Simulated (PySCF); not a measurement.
## A study: C$_{5}$F$_{8}$, SMILES `FC1=C(F)C(F)(F)C(F)(F)C1(F)F`

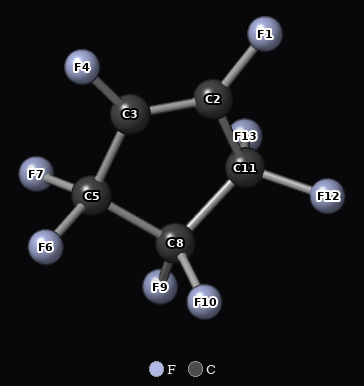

The molecule, with its atoms numbered as below. No frequency check shows the geometry to be a minimum.

Cartesian coordinates (Å):

```
F1       1.4684    2.2691    0.1275
C2       0.6654    1.2293    0.0368
C3      -0.6683    1.2279    0.0370
F4      -1.4735    2.2659    0.1279
C5      -1.2358   -0.1704   -0.1118
F6      -2.2644   -0.4192    0.7098
F7      -1.6755   -0.3991   -1.3672
C8       0.0013   -1.0753    0.2020
F9       0.0022   -2.2186   -0.4852
F10      0.0030   -1.3841    1.5113
C11      1.2359   -0.1677   -0.1122
F12      2.2652   -0.4143    0.7092
F13      1.6757   -0.3955   -1.3677
```

Part 1: Bonding charge

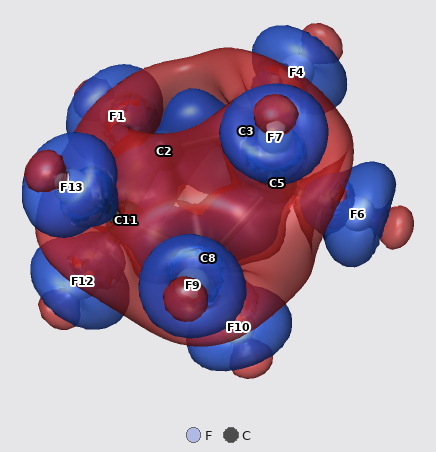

Deformation density (molecule less spherical, spin-averaged free atoms at the same positions), surfaces at ±0.04 e/Å³; blue: gain, red: loss.

Computed with PySCF, CAM-B3LYP/6-31+G*, geometry: GFN2-xTB.

**How much density has each bond gained at its critical point, relative to the free atoms?**

C2–C3: +0.79 e/Å³ at the bond critical point (bond length 1.33 Å). C8–C11 and C5–C8: +0.63 e/Å³ at the bond critical point (bond length 1.56 Å). C3–C5 and C2–C11: +0.63 e/Å³ at the bond critical point (bond length 1.52 Å). C8–F9: +0.10 e/Å³ at the bond critical point (bond length 1.33 Å); up to 0.6 Å beside the axis the gain reaches +0.31 e/Å³. C5–F6 and C11–F12: +0.09 e/Å³ at the bond critical point (bond length 1.34 Å); up to 0.6 Å beside the axis the gain reaches +0.30 e/Å³. C8–F10: +0.08 e/Å³ at the bond critical point (bond length 1.34 Å); up to 0.6 Å beside the axis the gain reaches +0.30 e/Å³. C5–F7 and C11–F13: +0.08 e/Å³ at the bond critical point (bond length 1.35 Å); up to 0.6 Å beside the axis the gain reaches +0.29 e/Å³. C3–F4 and F1–C2: +0.05 e/Å³ at the bond critical point (bond length 1.32 Å); up to 0.6 Å beside the axis the gain reaches +0.28 e/Å³. In all, 3.4 electrons gather in the regions of gain relative to the promolecule. A small or negative value marks a very polar bond, one between electron-rich atoms, whose free-atom densities already overlap strongly, a long bond to a heavier atom, or a closed-shell contact such as a hydrogen bond.

Part 2: Bond critical points

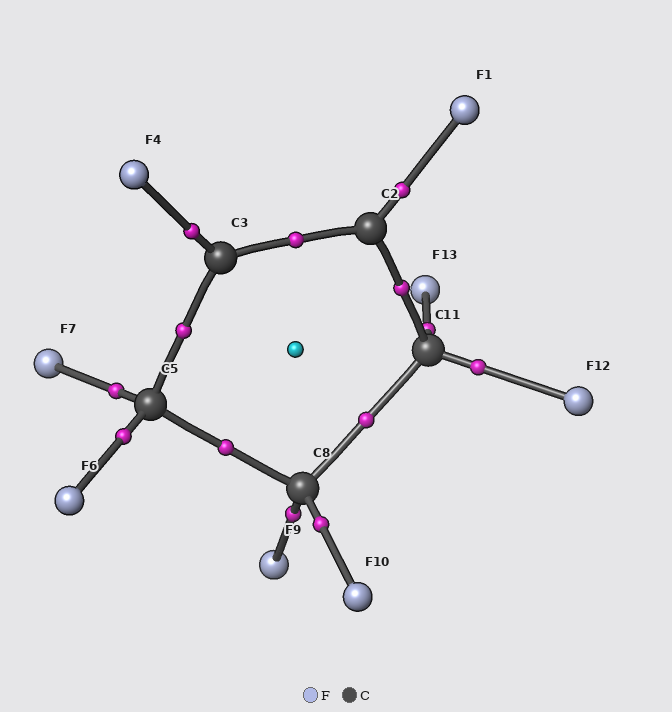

Molecular graph of the electron density (QTAIM): bond paths, bond critical points (magenta), ring points (cyan, if any); weak paths are dashed.

**How many critical points of each kind are there, and does the count close?**

13 nuclei, 13 bond, 1 ring and 0 cage critical points: 13 − 13 + 1 − 0 = 1, as the Poincaré–Hopf relation requires.

**Tabulate density, Laplacian, ellipticity and energy density at the bond critical points (atomic units).**

```tsv
bond	length (Å)	ρ (a.u.)	∇²ρ (a.u.)	ε	H (a.u.)
C2–C3	1.334	0.354	−1.06	0.62	−0.406
C8–F9	1.334	0.276	−0.03	0.21	−0.407
C3–F4 (2 alike)	1.317	0.275	+0.28	0.01	−0.392
C5–F6 (2 alike)	1.340	0.273	−0.08	0.20	−0.402
C3–C5 (2 alike)	1.516	0.270	−0.71	0.07	−0.232
C8–F10	1.345	0.269	−0.08	0.23	−0.396
C5–F7 (2 alike)	1.350	0.267	−0.13	0.20	−0.393
C8–C11 (2 alike)	1.564	0.258	−0.66	0.05	−0.211
```

**What kind of interaction is C8–F9?**

Shared-shell (covalent): ρ = 0.276, ∇²ρ = −0.03, H = −0.407 a.u. Its ellipticity of 0.21 shows that the density isn't cylindrical about the bond.

Part 3: Electrostatic potential

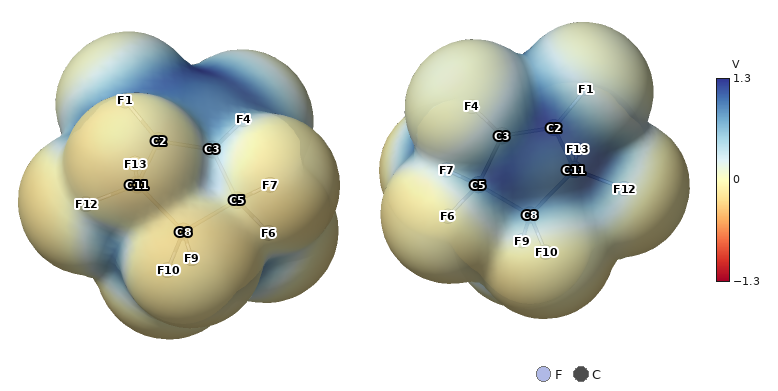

Electrostatic potential on the surface of electron density 0.001 a.u. (back view left, front view right).

**Where are the extremes of the potential on the surface?**

Highest: 1.23 V, off the F1–C2 bond (1.9 to 2.0 Å from its atoms). Lowest: −0.25 V, 1.7 Å from F13, and at like points elsewhere. Further minima include −0.21 V, 1.6 Å from F10; −0.20 V, 1.7 Å from F12. The surface is sampled at points, so like sites can differ by a few per cent and only the strongest of them is named.

**What volume does the surface enclose, and what is the dipole moment?**

About 152 Å³; the dipole moment is 1.1 D.

Part 4: In an electric field

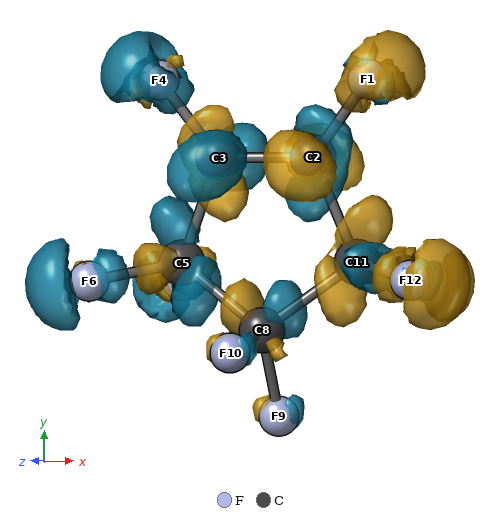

Change of the electron density in a uniform field of 0.21 V/Å, surfaces at ±0.003 e/Å³ (yellow: gain, teal: loss).

Level of theory: B3LYP/def2-SVP (PySCF), at a geometry from GFN2-xTB. A basis without diffuse functions makes polarisabilities too small.

**Along which Cartesian direction does the field point?**

Along −x: electrons gather on the +x side, against the field.

**How large is the response?**

The induced dipole is 0.59 D (along the field); α along this axis, from the fields in both directions, is 58 bohr³ (8.6 Å³).

**Which atoms gain and lose the most charge?**

Electrons gather most on F12 (Hirshfeld charge changes by −0.008 e) and leave F6 most (+0.008 e); 0.058 electrons are displaced in all.

Part 5: Localised orbitals

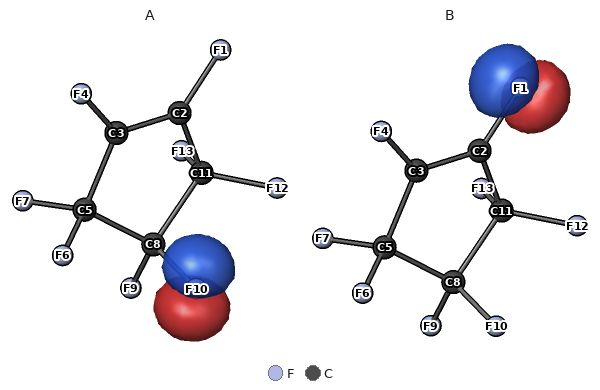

Intrinsic bond orbitals (IBO), occupied; each surface holds about 80 % of the orbital's density. Energies are diagonal elements of the Fock matrix.

Method: PBE0/def2-SVP; geometry: GFN2-xTB; program: PySCF.

**What does each orbital represent in a Lewis picture?**

By panel:
- A: lone pair on F10 (p-type) (F10 97 %; −13.6 eV)
- B: lone pair on F1 (p-type) (F1 98 %; −13.8 eV)

**How do all the valence pairs divide up?**

38 pairs: 24 lone pairs, 13 σ bonds and 1 two-centre π bond.

The PySCF runs shown took 27 s, 40 s and 17 s on 1 thread of AMD EPYC 9R45 96-Core Processor (Zen 5), with other jobs on the host.
